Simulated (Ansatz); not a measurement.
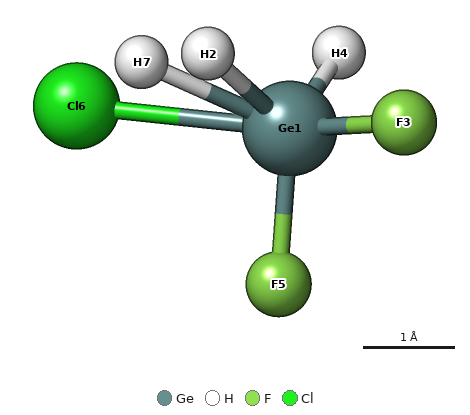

Figure 1. The structure as given in the input (ball-and-stick view, seen at a tilt; atoms are numbered from 1 in the order of the input). Sticks mark near contacts.

# Frequency calculation of GeH$_{3}$ClF$_{2}$

The run: frequency calculation of GeH$_{3}$ClF$_{2}$. Method and program: RKS PBE/def2-SVP (Ansatz 0.2.0).

It belongs to a series of runs on one base structure; here: vibrations at the highest image of the band. Figures and captions count atoms from 1; the log counts them from 0 in places.

**Input**
```yaml
crystal:
  periodic: [false, false, false]
  atoms:
    - { symbol: Ge, position_ang: [-0.334176, -0.036865, -0.062924] }
    - { symbol: H, position_ang: [0.22783, 0.189979, 1.622527] }
    - { symbol: F, position_ang: [1.398555, -0.239343, -0.321845] }
    - { symbol: H, position_ang: [-0.698928, 1.208514, -0.882402] }
    - { symbol: F, position_ang: [-0.848199, -1.617572, -0.57163] }
    - { symbol: Cl, position_ang: [-2.343672, 0.169741, 1.402155] }
    - { symbol: H, position_ang: [-0.710211, 0.219446, 1.816119] }
basis:
  gaussian: { orbitals: def2-SVP }
hamiltonian:
  xc: pbe
phonons: {}
```

Launched with:
```bash
ansatz run input.yaml --threads 2 --pin off --max-ram 3072MiB --backend cpu --events-out ev --progress --plain --runs-dir out
```

**The program's output**
```
Engine: ansatz 0.2.0, x86_64-unknown-linux-gnu
Functional definition: PBE
  parameter kappa = 0.804
  parameter beta = 0.06672455060314922
  exchange = pbe_x(kappa = kappa, mu = beta*pi^2/3)
  correlation = pbe_c(beta = beta)
1016 factors; their error is unknown
mean field evaluation 1: about -74485.6940 eV, gradient 5.1e1 eV
mean field evaluation 2: about -74462.1873 eV, gradient 1.3e2 eV
mean field evaluation 4: about -74489.4870 eV, gradient 7.3e0 eV
mean field evaluation 8: about -74489.5894 eV, gradient 6.4e-2 eV
mean field evaluation 16: about -74489.5215 eV, gradient 4.6e-5 eV
mean field -74489.52145883 eV, -2737.4394228008 hartree, gradient 4.6e-5 eV, S^2 0.000000; 0 other end points of the search recorded, 0 dependent functions left out
the calculation of the forces begins
reference -74489.52148702 eV, -2737.4394238369 hartree; 35, 35 occupied and 58, 58 virtual orbitals, 1016 factors
these checks for a lower state are left out or cut short: stability, starts, cluster_reference, orbital_swaps, neighbouring_geometries, increment
1016 factors; their error is unknown
mean field -74489.52138915 eV, -2737.4394202403 hartree, gradient 1.7e-6 eV, S^2 0.000000; 0 other end points of the search recorded, 0 dependent functions left out
[... from here on the field's lines of each further geometry are left out, up to the last ...]
the calculation of the forces begins
reference -74489.52146134 eV, -2737.4394228931 hartree; 35, 35 occupied and 58, 58 virtual orbitals, 1016 factors
these checks for a lower state are left out or cut short: stability, starts, cluster_reference, orbital_swaps, neighbouring_geometries, increment
1016 factors; their error is unknown
mean field -74489.52144745 eV, -2737.4394223827 hartree, gradient 8.9e-7 eV, S^2 0.000000; 0 other end points of the search recorded, 0 dependent functions left out
the calculation of the forces begins
reference -74489.52147564 eV, -2737.4394234186 hartree; 35, 35 occupied and 58, 58 virtual orbitals, 1016 factors
WARN: phonons: modes at or below zero, which the zero-point energy, F, S and C_V leave out: 1, the lowest at -883.32 cm⁻¹. A minimum has none, and a first-order saddle one
Total energy: -74489.52148702 eV, -2737.4394238369 hartree
Atom 0 at    -0.334176    -0.036865    -0.062924 Å, force     0.008115    -0.016735    -0.009638 eV/Å
Atom 1 at     0.227830     0.189979     1.622527 Å, force    -0.003293    -0.005712     0.004405 eV/Å
Atom 2 at     1.398555    -0.239343    -0.321845 Å, force    -0.013862     0.008496     0.004349 eV/Å
Atom 3 at    -0.698928     1.208514    -0.882402 Å, force     0.001546     0.005467    -0.003280 eV/Å
Atom 4 at    -0.848199    -1.617572    -0.571630 Å, force     0.000837     0.007826     0.008922 eV/Å
Atom 5 at    -2.343672     0.169741     1.402155 Å, force    -0.006388     0.000344    -0.001892 eV/Å
Atom 6 at    -0.710211     0.219446     1.816119 Å, force     0.013046     0.000314    -0.002867 eV/Å
Dipole moment:     0.073535     0.394594     0.065813 e Å
Vibrations: -883.32 90.88 169.65 242.33 281.69 369.41 591.54 669.39 710.19 767.72 960.84 985.26 1434.97 2104.40 2147.97 cm⁻¹, zero-point energy 0.714535 eV
```

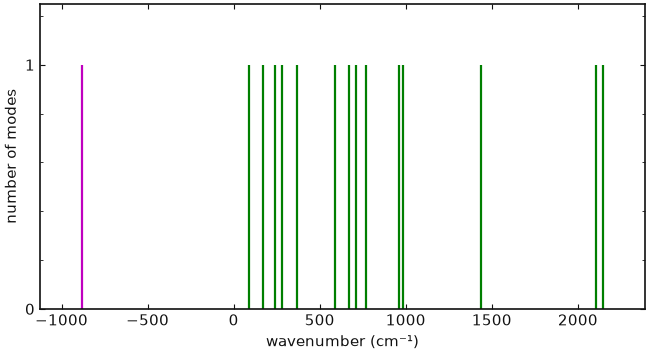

Figure 2. Harmonic vibrational wavenumbers from the force constants; neighbouring modes closer than 14 cm⁻¹ are counted in one stick, and imaginary ones are drawn at negative wavenumbers. 15 modes from 883i to 2148 cm⁻¹, 1 imaginary beyond 8i (883i cm⁻¹): a first-order saddle point, if the geometry is stationary.

**Summary**

| quantity | value |
| --- | --- |
| outcome | converged |
| total energy | −74489.5215 eV |
| mean-field energy | −74489.5215 eV |
| largest force (length of the vector) | 0.021 eV/Å |
| hardware | 2 threads of Intel Xeon (Sapphire Rapids), 192 GiB of memory available, shared host |
| wall time | 29 s (CPU time 55 s) |
| peak memory | 0.15 GiB |
